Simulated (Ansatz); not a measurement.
# AlH3Cl− (SMILES [H][Al-]([H])([H])[Cl]) at 6 levels

We compute a comparison of 6 runs (HSE06/STO-3G, BCCD(T)/STO-3G, CCSDT/STO-3G, CCSDTQ/STO-3G, CCSD/STO-3G, CCSD(T)/STO-3G) of AlH3Cl−. 

Program for the calculation: Ansatz 0.2.0.

1 further run of the same task is left out (it didn't finish).

## Step 1: The molecule

AlH3Cl−: 5 atoms, total charge -1, spin state singlet. As SMILES, `[H][Al-]([H])([H])[Cl]`. The H4–Al1 distance was set to 4.019 Å, away from the relaxed value. At this shape a bond of the SMILES string is far longer than usual.

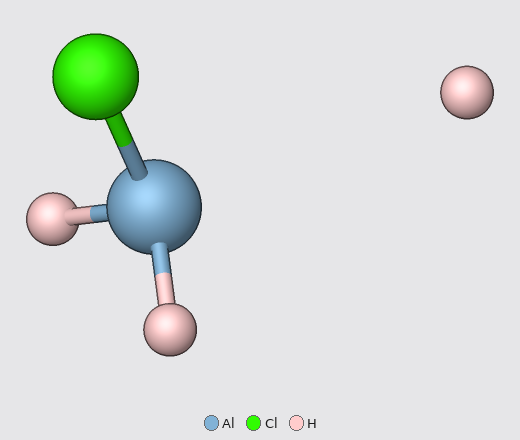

The structure, seen from a chosen angle (aluminium light blue, chlorine green, hydrogen pink).

## Step 2: A single-point energy at HSE06/STO-3G (run 1)

File in.yaml:

```yaml
crystal:
  periodic: [false, false, false]
  atoms:
    - symbol: Al
      position_ang: [1.156946, -2.000511, 0.550127]
    - symbol: Cl
      position_ang: [1.173246, -2.019291, 2.646147]
    - symbol: H
      position_ang: [2.691496, -1.989251, 0.067347]
    - symbol: H
      position_ang: [-0.775390, 1.334390, -0.590440]
    - symbol: H
      position_ang: [0.391286, -3.329061, 0.064177]
basis:
  gaussian: {orbitals: STO-3G}
total_charge: -1
hamiltonian: {xc: {name: HSE06}}
accuracy: high
```

Started as:

```console
$ ansatz run in.yaml --threads 1 --pin off --max-ram 2610MiB --events-out events.jsonl --progress --plain --runs-dir runs
```

Standard output:

```text
Warning: RAYON_NUM_THREADS=1 ignored (pool sized by the plan → 1); use --threads N
Functional definition: HSE06
  name "HSE06"
  parameter a = 0.25
  parameter omega = 0.11/bohr
  exchange = pbe_x - a*pbe_x_sr(omega) + a*exact_x_sr(omega)
  correlation = pbe_c
356 factors; integrals over basis functions are off by at most 1.5e-8 eV
64 factors; integrals over basis functions are off by at most 1.2e-9 eV
mean field evaluation 1: about -18933.5480 eV, gradient 2.5e1 eV
mean field evaluation 2: about -18914.1761 eV, gradient 3.3e1 eV
mean field evaluation 4: about -18917.4867 eV, gradient 1.5e1 eV
mean field evaluation 8: about -18935.5421 eV, gradient 8.2e0 eV
mean field evaluation 16: about -18938.2983 eV, gradient 2.1e-5 eV
mean field -18938.29827721 eV, -695.9696248479 hartree, gradient 6.4e-8 eV, S^2 0.000000; 0 other end points of the search recorded, 0 dependent functions left out
reference -18938.29827939 eV, -695.9696249278 hartree; 17, 17 occupied and 4, 4 virtual orbitals, 356 factors
Total energy: -18938.29827939 eV, -695.9696249278 hartree
```

Run time: 0.89 s. Hardware: 1 thread of Intel Xeon 6975P-C (Granite Rapids), shared host; peak memory 0.11 GiB.

## Step 3: A single-point energy at BCCD(T)/STO-3G (run 2)

File molecule.yaml:

```yaml
crystal:
  periodic: [false, false, false]
  atoms:
    - symbol: Al
      position_ang: [1.156946, -2.000511, 0.550127]
    - symbol: Cl
      position_ang: [1.173246, -2.019291, 2.646147]
    - symbol: H
      position_ang: [2.691496, -1.989251, 0.067347]
    - symbol: H
      position_ang: [-0.775390, 1.334390, -0.590440]
    - symbol: H
      position_ang: [0.391286, -3.329061, 0.064177]
basis:
  gaussian:
    orbitals: STO-3G
accuracy: high
total_charge: -1
scf:
  omitted_lower_state_checks: [cluster_reference, increment]
correlation:
  method: bccd_t
  frozen_orbitals: {Al: 5, Cl: 5, H: 0}
```

Started as:

```console
$ ansatz run molecule.yaml --threads 1 --pin off --max-ram 2610MiB --events-out events.jsonl --progress --plain --runs-dir runs
```

Standard output, shortened:

```text
Warning: RAYON_NUM_THREADS=1 ignored (pool sized by the plan → 1); use --threads N
Functional definition: HF
  name "HF"
[...]
356 factors; integrals over basis functions are off by at most 1.5e-8 eV
[...]
mean field -18911.90916194 eV, -694.9998427488 hartree, gradient 7.1e-8 eV, S^2 0.000000; 0 other end points of the search recorded, 0 dependent functions left out; unrestricted orbitals would lower it
10 core orbitals not correlated: weight in the atoms' cores, before any rotation towards them, 0.999 or more for the frozen orbitals, at most 0.000 for the correlated occupied ones
reference -18911.90916194 eV, -694.9998427488 hartree; 7, 7 occupied and 4, 4 virtual orbitals, 356 factors
second order -1.97689448 eV of doubles, -0.00000000 eV of singles
cycle   1  -1.75585426 eV  change   -4.4e-1 eV  update   1.8e-1
[...]
cycle  29  -3.64567668 eV  change   8.0e-10 eV  update  1.8e-10
perturbative correction -0.14725088 eV, -0.0054113701 hartree
WARN: these amplitudes may be one of several solutions (largest doubles amplitude 0.82, level shift 4.53 eV)
Total energy: -18915.70208950 eV, -695.1392302656 hartree
Checks for a lower state left out: cluster_reference, increment
```

It took 0.16 s on 1 thread of Intel Xeon 6975P-C (Granite Rapids), shared host.

Runs 3 to 5 aren't shown in full; the table further down has their settings and results.

## Step 4: A single-point energy at CCSD(T)/STO-3G (run 6)

in.yaml, as its differences from that of step 2:

```diff
@@ -15,4 +15,5 @@
   gaussian: {orbitals: STO-3G}
+correlation: {method: ccsd_t, frozen_orbitals: {Al: 5, Cl: 5, H: 0}}
+scf: {omitted_lower_state_checks: [cluster_reference, increment]}
+accuracy: high
 total_charge: -1
-hamiltonian: {xc: {name: HSE06}}
-accuracy: high
```

Started as:

```console
$ ansatz run in.yaml --threads 1 --pin off --max-ram 2610MiB --events-out events.jsonl --progress --plain --runs-dir runs
```

Standard output, shortened:

```text
Warning: RAYON_NUM_THREADS=1 ignored (pool sized by the plan → 1); use --threads N
[... 2 set-up lines as earlier in the session ...]
[...]
356 factors; integrals over basis functions are off by at most 1.5e-8 eV
[...]
mean field -18911.90916194 eV, -694.9998427488 hartree, gradient 7.1e-8 eV, S^2 0.000000; 0 other end points of the search recorded, 0 dependent functions left out; unrestricted orbitals would lower it
10 core orbitals not correlated: weight in the atoms' cores, before any rotation towards them, 0.999 or more for the frozen orbitals, at most 0.000 for the correlated occupied ones
reference -18911.90916194 eV, -694.9998427488 hartree; 7, 7 occupied and 4, 4 virtual orbitals, 356 factors
second order -1.97689448 eV of doubles, -0.00000000 eV of singles
cycle   1  -1.63821403 eV  change   -3.2e-1 eV  update   1.8e-1
[...]
cycle  31  -3.62880539 eV  change   2.3e-10 eV  update  1.9e-10
perturbative correction -1.20366798 eV, -0.0442339822 hartree
WARN: these amplitudes may be one of several solutions (largest doubles amplitude 1.46, level shift 4.53 eV)
Total energy: -18916.74163531 eV, -695.1774328695 hartree
Checks for a lower state left out: cluster_reference, increment
```

Run time: 0.18 s. Hardware: 1 thread of Intel Xeon 6975P-C (Granite Rapids), shared host.

## Step 5: Overview of the runs

| run | level | frozen core orbitals | energy (Eh) | wall time |
| --- | --- | --- | --- | --- |
| 1 | HSE06/STO-3G | – | -695.969625 | 0.89 s |
| 2 | BCCD(T)/STO-3G | 10 | -695.139230 | 0.16 s |
| 3 | CCSDT/STO-3G | 10 | -695.138458 | 0.2 s |
| 4 | CCSDTQ/STO-3G | 10 | -695.138215 | 2.5 s |
| 5 | CCSD/STO-3G | 10 | -695.133199 | 0.16 s |
| 6 | CCSD(T)/STO-3G | 10 | -695.177433 | 0.18 s |

## Step 6: What came out

| quantity | value |
| --- | --- |
| run 6: total energy | -695.17743 Eh |
| run 6: correlation energy (10 core orbitals frozen) | -177.6 mEh |
| run 6: (T) correction | -44.23 mEh |
| run 6: T1 diagnostic | 0.221 |

In words: In runs 5, 6 the T1 diagnostic is large, so a single reference may not serve. In runs 2, 3, 4, 5, 6 the log says that unrestricted orbitals would lower the reference, so the values rest on an unstable closed-shell determinant (other closed-shell runs at this shape may share the fault). In runs 1, 2, 3, 4, 5, 6 the basis is minimal, so the values are rough. All runs together took 4.1 s, the longest 2.5 s.
